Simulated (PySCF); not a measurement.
## Electronic structure of C$_{4}$H$_{11}$BO$_{2}$Si in real space

The calculation's input:

```
{"job": {"kind": "nmr", "xc": "PBE0", "basis": "pcSseg-1"}, "charge": 0, "multiplicity": 1}
C     -2.416495     0.036991     0.679849
O     -1.098888     0.008991     0.203345
B     -0.858698    -0.764897    -1.228229
C      0.646073    -0.269252    -1.593162
C      1.442755    -0.204436    -0.271608
C      2.686989     0.590854    -0.402271
O      2.991312     1.493404     0.336172
Si     0.265021     0.529318     1.016223
H     -2.778019    -0.984629     0.815069
H     -3.054600     0.537859    -0.050304
H     -2.460905     0.567334     1.630137
H     -1.707885    -0.360826    -1.953766
H     -0.947621    -1.922925    -0.970483
H      1.149130    -0.928653    -2.301686
H      0.635771     0.727567    -2.040075
H      1.727827    -1.228327    -0.005954
H      3.330921     0.322816    -1.262977
H      0.286078    -0.123420     2.327989
H      0.151430     1.981482     1.109763
```

Launched as:

```sh
OMP_NUM_THREADS=1 python probes_run.py task.json out
```

Geometry: GFN2-xTB.

Method: PBE0/pcSseg-1, SCF density, gas phase, non-relativistic in PySCF 2.14.0.

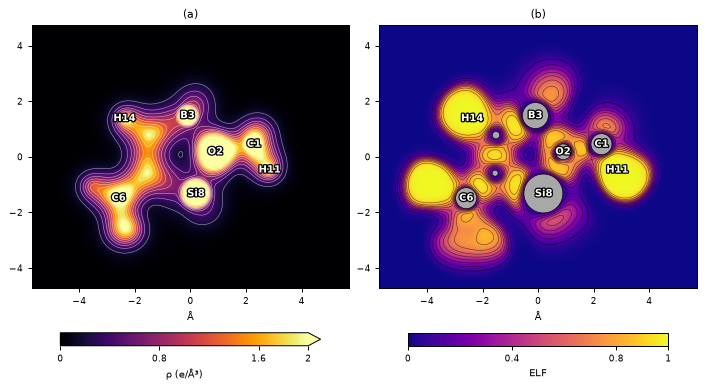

Figure 1. (a) total electron density; (b) ELF on the plane of atoms O2, C1 and H11. Grey discs cover the atomic cores in the ELF map.

> What does the map show?

- Atoms in the plane: C, O, B, Si and H.
- B–O (1.64 Å): ρ at the midpoint is about 0.98 e/Å³; the ELF peaks at about 0.90 between the atoms; a polar covalent bond.
- Si–O (1.67 Å): the density is about 1 e/Å³ at the midpoint; the ELF peaks at about 0.90 between the atoms, as expected for a shared but strongly polarised pair.
- C–H (1.09 Å): ρ at the midpoint is about 2 e/Å³; the ELF climbs to about 1 towards the hydrogen, as it does in any bond to H: an ordinary covalent bond to hydrogen.
- The ELF also peaks beside O7, away from the bonds: lone-pair regions.

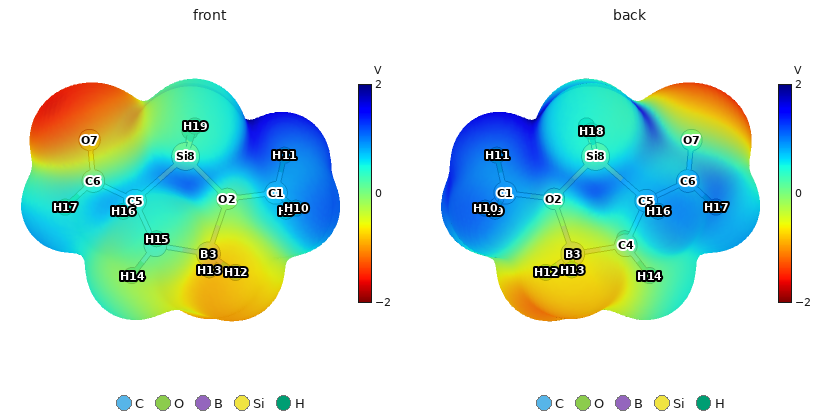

Figure 2. The electrostatic potential painted on the density surface at 0.002 e/bohr³, seen from the front and from behind; the colour scale runs from red (negative) to blue (positive).

> Which sites attract a positive test charge, and which a negative one?

A positive charge is drawn to the negative regions and a negative charge to the positive ones. The most negative region (about −1.6 V) lies over O7, the most positive (about +1.8 V) over Si8. O7 is the likeliest acceptor of a hydrogen bond.

> How polar is the molecule by this calculation?

Its dipole moment is 2.71 D.
